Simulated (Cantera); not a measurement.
Feed: 1 mol Si₃N₄, 0.0013 mol H₂O, 420 mol N₂, held at 7.50 Torr.

These are equilibrium values from Cantera (NASA tables, ideal gas, pure condensed phases), not measurements of a reactor. Candidate condensed phases: H₂O, Si, SiO₂, Si₂N₂O, Si₃N₄; 35 gas species. Mutual solubility and eutectic melting of coexisting phases are not modelled. The tables' values for SiN are old estimates; treat these amounts as uncertain. Rates play no part.

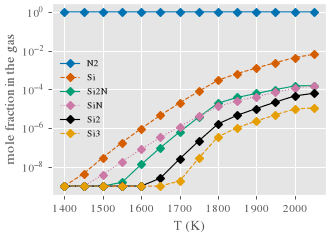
Figure: Equilibrium gas composition (values under 1e-9 drawn at 1e-9)

Q: Read off the mole fractions at 1750 K.

A: N₂ about 1.00, Si about 7.9e-5, SiN about 4.1e-6, Si₂N about 3.6e-6, Si₂ about 2.1e-7, Si₃ about 2.7e-8.
